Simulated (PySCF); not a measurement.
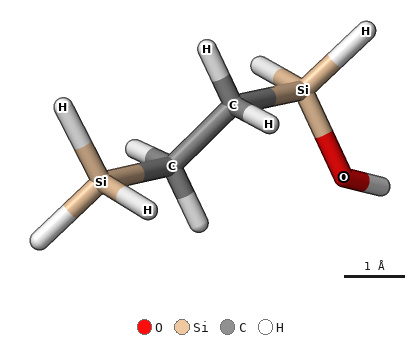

**Figure 1.** The structure as given in the input (stick view, seen at a tilt). Bond lengths as drawn: C–C 1.49 Å, C–H 1.07 to 1.11 Å, C–Si 1.91 to 1.93 Å, H–O 0.92 Å, H–Si 1.46 to 1.49 Å and O–Si 1.64 Å.

## C₂H₁₀OSi₂: geometry relaxation

- system: C₂H₁₀OSi₂
- method: PBE0-D3(BJ)/def2-SVP geometry optimisation, gas phase (PySCF 2.14.0)

It belongs to a series of runs on one base structure; here: constitutional isomer.

**Log**
```
step   0  E = -735.74939792  max force = 0.043707
step   1  E = -735.75656340  max force = 0.011038
step   2  E = -735.75704335  max force = 0.002819
step   3  E = -735.75708962  max force = 0.000948
step   4  E = -735.75710287  max force = 0.001073
step   5  E = -735.75710814  max force = 0.000777
step   6  E = -735.75710824  max force = 0.000616
step   7  E = -735.75710846  max force = 0.000417
optimisation converged
```

**Trajectory as extended XYZ (Å, eV, eV/Å), 8 frames, from step=0 to step=7**
```
15
Properties=species:S:1:pos:R:3:forces:R:3 step=0 energy=-20020.76088
O     2.3052   -0.4899    1.0606   -2.2475   0.8812   0.0178
Si    2.0606   -0.1680   -0.5307   -0.5719   0.7980  -0.1015
C     0.2903    0.5417   -0.6344    1.4975   0.2218   0.9596
C    -0.7202   -0.4308   -0.1253   -1.5177  -0.0308   0.2777
Si   -2.5081    0.2886   -0.2149    1.0272  -0.6246   0.4826
H     3.0909   -0.8347    1.3861    2.2390  -0.9869   0.8235
H     2.1930   -1.4110   -1.2938   -0.0322  -0.4915  -0.5009
H     3.0814    0.8026   -1.0089    0.0999   0.1558  -0.1933
H     0.2523    1.4708   -0.0239    0.1781  -0.1335  -0.2543
H     0.0868    0.8178   -1.6481   -0.1767   0.4101  -1.1548
H    -0.7129   -1.3550   -0.7015    0.0112  -0.4747  -0.2560
H    -0.5077   -0.7130    0.9119    0.0072  -0.0756   0.2363
H    -3.5070   -0.6813    0.2602   -0.3295  -0.3299   0.1494
H    -2.8360    0.6599   -1.5832   -0.1422   0.2111  -0.7679
H    -2.5838    1.4849    0.6331   -0.0424   0.4694   0.2818
15
Properties=species:S:1:pos:R:3:forces:R:3 step=1 energy=-20020.95586
O     2.1661   -0.3664    1.1762    0.5570  -0.2310   0.3662
Si    1.9736   -0.0770   -0.4523   -0.1726  -0.1367  -0.2998
C     0.1927    0.4761   -0.6659   -0.0657   0.0281  -0.1562
C    -0.8296   -0.5485   -0.1486   -0.0410   0.0521   0.0297
Si   -2.6082    0.1004   -0.1676    0.0965   0.0727  -0.1335
H     3.0129   -0.7168    1.5037   -0.5676   0.2404  -0.2995
H     2.1792   -1.3243   -1.2671    0.0753   0.0139   0.0844
H     2.9388    0.9531   -0.9538   -0.0073   0.0314   0.0397
H     0.0791    1.4348   -0.1361   -0.0105   0.1104   0.0852
H     0.0105    0.7124   -1.7360    0.0902  -0.0797   0.1803
H    -0.7874   -1.4783   -0.7423    0.0097   0.0012  -0.0008
H    -0.5792   -0.8379    0.8858   -0.0024  -0.0182   0.0281
H    -3.5974   -0.9111    0.3195    0.0405  -0.0289   0.0077
H    -2.9797    0.4930   -1.5688   -0.0093  -0.0260   0.0693
H    -2.7163    1.3231    0.6916    0.0070  -0.0298  -0.0009
15
Properties=species:S:1:pos:R:3:forces:R:3 step=2 energy=-20020.96892
O     2.1624   -0.3704    1.1678    0.0934  -0.0494   0.1449
Si    1.9615   -0.0854   -0.4620   -0.0227  -0.0197  -0.1186
C     0.1894    0.4840   -0.6594   -0.0133   0.0635  -0.0047
C    -0.8292   -0.5398   -0.1410   -0.0039   0.0040   0.0176
Si   -2.6025    0.1017   -0.1721   -0.0083   0.0184  -0.0340
H     3.0071   -0.7157    1.4738   -0.0925   0.0344  -0.0702
H     2.1862   -1.3367   -1.2606    0.0149   0.0032   0.0227
H     2.9258    0.9496   -0.9557    0.0004   0.0172   0.0003
H     0.0821    1.4465   -0.1258    0.0295  -0.0266   0.0050
H     0.0131    0.7162   -1.7255    0.0054  -0.0164   0.0139
H    -0.7827   -1.4697   -0.7341    0.0062  -0.0084   0.0034
H    -0.5818   -0.8292    0.8951   -0.0072   0.0024  -0.0027
H    -3.5738   -0.9253    0.3177    0.0046  -0.0134   0.0073
H    -2.9816    0.4865   -1.5694   -0.0062  -0.0066   0.0109
H    -2.7210    1.3202    0.6891   -0.0003  -0.0028   0.0043
15
Properties=species:S:1:pos:R:3:forces:R:3 step=3 energy=-20020.97018
O     2.1688   -0.3761    1.1633   -0.0487   0.0205   0.0295
Si    1.9598   -0.0868   -0.4672    0.0122   0.0040  -0.0319
C     0.1897    0.4902   -0.6551   -0.0001  -0.0002   0.0055
C    -0.8297   -0.5324   -0.1346    0.0016   0.0144  -0.0041
Si   -2.6062    0.1004   -0.1728   -0.0067  -0.0047  -0.0002
H     3.0142   -0.7250    1.4540    0.0465  -0.0254  -0.0017
H     2.1864   -1.3387   -1.2623    0.0011  -0.0019  -0.0014
H     2.9230    0.9503   -0.9612   -0.0057   0.0030  -0.0014
H     0.0913    1.4519   -0.1199    0.0144  -0.0122   0.0076
H     0.0125    0.7211   -1.7203   -0.0095   0.0052  -0.0118
H    -0.7797   -1.4643   -0.7246    0.0046  -0.0053   0.0058
H    -0.5839   -0.8186    0.9025   -0.0084   0.0050   0.0014
H    -3.5670   -0.9349    0.3217    0.0027  -0.0015   0.0030
H    -2.9899    0.4756   -1.5706   -0.0019  -0.0018  -0.0018
H    -2.7345    1.3201    0.6852   -0.0020   0.0007   0.0013
15
Properties=species:S:1:pos:R:3:forces:R:3 step=4 energy=-20020.97054
O     2.1761   -0.3826    1.1572   -0.0552   0.0323  -0.0179
Si    1.9595   -0.0866   -0.4727    0.0141   0.0045   0.0107
C     0.1900    0.4953   -0.6510    0.0034  -0.0245   0.0029
C    -0.8297   -0.5255   -0.1275    0.0047   0.0142  -0.0113
Si   -2.6094    0.0982   -0.1719   -0.0023  -0.0097   0.0072
H     3.0229   -0.7381    1.4350    0.0531  -0.0298   0.0131
H     2.1836   -1.3372   -1.2702   -0.0027  -0.0010  -0.0086
H     2.9205    0.9524   -0.9673   -0.0035  -0.0013  -0.0011
H     0.0987    1.4558   -0.1130    0.0039  -0.0020   0.0049
H     0.0094    0.7272   -1.7154   -0.0114   0.0129  -0.0074
H    -0.7765   -1.4604   -0.7127    0.0031  -0.0045   0.0065
H    -0.5856   -0.8067    0.9114   -0.0057   0.0046   0.0033
H    -3.5617   -0.9422    0.3287    0.0003   0.0023   0.0017
H    -2.9956    0.4614   -1.5720   -0.0003   0.0004  -0.0035
H    -2.7473    1.3216    0.6793   -0.0016   0.0016  -0.0005
15
Properties=species:S:1:pos:R:3:forces:R:3 step=5 energy=-20020.97069
O     2.1865   -0.3918    1.1466   -0.0154   0.0214  -0.0400
Si    1.9594   -0.0851   -0.4812    0.0042  -0.0005   0.0325
C     0.1899    0.5014   -0.6450    0.0042  -0.0272  -0.0011
C    -0.8290   -0.5173   -0.1167    0.0038   0.0044  -0.0088
Si   -2.6127    0.0945   -0.1693    0.0018  -0.0079   0.0056
H     3.0344   -0.7588    1.4088    0.0161  -0.0148   0.0136
H     2.1774   -1.3319   -1.2865   -0.0027   0.0012  -0.0088
H     2.9174    0.9564   -0.9763    0.0000  -0.0029  -0.0003
H     0.1064    1.4600   -0.1028   -0.0039   0.0055   0.0008
H     0.0025    0.7370   -1.7078   -0.0082   0.0138   0.0012
H    -0.7715   -1.4571   -0.6938    0.0026  -0.0027   0.0050
H    -0.5867   -0.7901    0.9248   -0.0017   0.0031   0.0026
H    -3.5558   -0.9493    0.3413   -0.0015   0.0035   0.0007
H    -3.0009    0.4397   -1.5735    0.0007   0.0014  -0.0018
H    -2.7624    1.3251    0.6694    0.0000   0.0017  -0.0013
15
Properties=species:S:1:pos:R:3:forces:R:3 step=6 energy=-20020.97069
O     2.1939   -0.3979    1.1371    0.0148   0.0063  -0.0317
Si    1.9592   -0.0831   -0.4880   -0.0038  -0.0035   0.0251
C     0.1891    0.5049   -0.6407    0.0027  -0.0120  -0.0021
C    -0.8279   -0.5133   -0.1085    0.0001  -0.0052  -0.0019
Si   -2.6138    0.0915   -0.1667    0.0022  -0.0028   0.0009
H     3.0410   -0.7741    1.3911   -0.0122  -0.0012   0.0077
H     2.1717   -1.3260   -1.3010   -0.0007   0.0017  -0.0045
H     2.9152    0.9599   -0.9833    0.0012  -0.0016  -0.0001
H     0.1093    1.4620   -0.0953   -0.0045   0.0049  -0.0007
H    -0.0045    0.7445   -1.7016   -0.0036   0.0079   0.0042
H    -0.7674   -1.4568   -0.6795    0.0028  -0.0006   0.0021
H    -0.5862   -0.7794    0.9349    0.0006   0.0019   0.0010
H    -3.5530   -0.9520    0.3516   -0.0017   0.0023   0.0005
H    -3.0023    0.4241   -1.5740    0.0007   0.0009   0.0003
H    -2.7696    1.3283    0.6619    0.0012   0.0009  -0.0007
15
Properties=species:S:1:pos:R:3:forces:R:3 step=7 energy=-20020.97069
O     2.1977   -0.4001    1.1308    0.0214  -0.0020  -0.0116
Si    1.9588   -0.0815   -0.4922   -0.0057  -0.0037   0.0070
C     0.1880    0.5060   -0.6385    0.0006   0.0032  -0.0014
C    -0.8268   -0.5129   -0.1042   -0.0027  -0.0087   0.0028
Si   -2.6133    0.0899   -0.1645    0.0009   0.0009  -0.0023
H     3.0429   -0.7816    1.3835   -0.0187   0.0036   0.0012
H     2.1681   -1.3219   -1.3102    0.0010   0.0012  -0.0003
H     2.9139    0.9622   -0.9878    0.0005   0.0003  -0.0002
H     0.1087    1.4624   -0.0915   -0.0014   0.0011  -0.0002
H    -0.0096    0.7484   -1.6981   -0.0003   0.0013   0.0032
H    -0.7648   -1.4580   -0.6723    0.0027   0.0008  -0.0001
H    -0.5847   -0.7757    0.9399    0.0009   0.0013  -0.0001
H    -3.5527   -0.9514    0.3577   -0.0010   0.0007   0.0006
H    -3.0013    0.4170   -1.5733    0.0002   0.0000   0.0013
H    -2.7698    1.3301    0.6587    0.0015   0.0002   0.0001
```

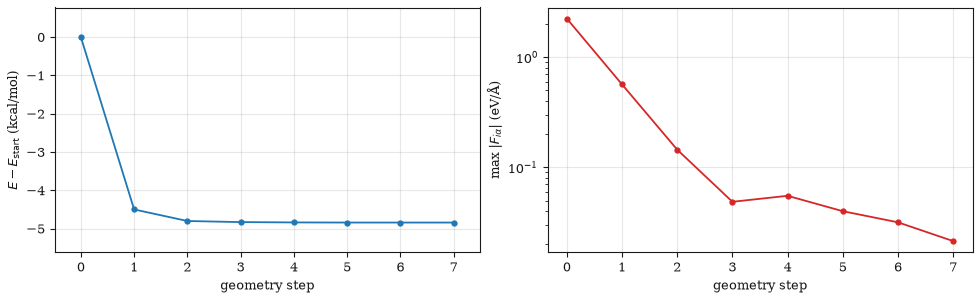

**Figure 2.** Progress of the relaxation, step by step (steps are counted from 0).

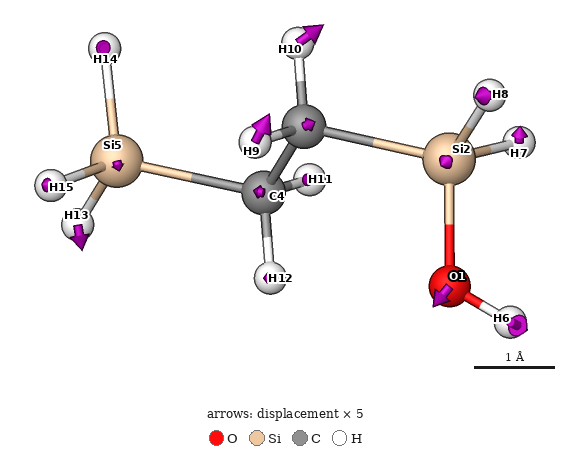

**Figure 3.** The starting structure with the displacements as pink arrows, magnified 5 times (ball-and-stick view, seen at a tilt). The two geometries are laid on each other by the best rigid fit. After 7 geometry steps the energy has fallen by 4.84 kcal/mol. The largest force component goes from 2.2 to 0.021 eV/Å. The largest moves after the best rigid fit, 0.085 Å, are those of H6 and H9. Largest moves by element: H 0.085 Å, O 0.069 Å, Si 0.040 Å, C 0.035 Å. Distances before and after: O1–H6 0.918 → 0.961 Å, C4–Si5 1.929 → 1.886 Å, C3–C4 1.492 → 1.534 Å, Si2–C3 1.910 → 1.871 Å. Among the angles that change: Si2–O1–H6 123.0° → 117.2°, C3–C4–Si5 111.6° → 113.8°. (Atoms are counted from 1 in the order of the input.)

The run was set up as follows.

**Input file**
```
{"job": {"xc": "PBE0", "basis": "def2-SVP", "d3": "d3bj", "grid": 1, "shake": 0.01, "kind": "geom"}, "charge": 0, "multiplicity": 1}
O      2.305210    -0.489900     1.060570
Si     2.060580    -0.168030    -0.530740
C      0.290310     0.541690    -0.634380
C     -0.720200    -0.430810    -0.125280
Si    -2.508130     0.288630    -0.214890
H      3.090930    -0.834730     1.386070
H      2.192950    -1.411020    -1.293780
H      3.081360     0.802640    -1.008910
H      0.252300     1.470840    -0.023950
H      0.086810     0.817790    -1.648110
H     -0.712870    -1.354950    -0.701480
H     -0.507730    -0.713000     0.911930
H     -3.507030    -0.681310     0.260180
H     -2.836020     0.659870    -1.583200
H     -2.583810     1.484930     0.633080
```

The first line tells a small driver script what to run in PySCF; the rest is the geometry in Å.

Launch command:
```bash
OMP_NUM_THREADS=1 python <driver script> task.json out
```

**Results in brief**

```tsv
quantity	value
outcome	converged
total energy	−735.757108 hartree
dipole moment	1.56 D
point group	C1
hardware	1 CPU thread, shared host
wall time	57 s
peak memory	0.5 GiB
```
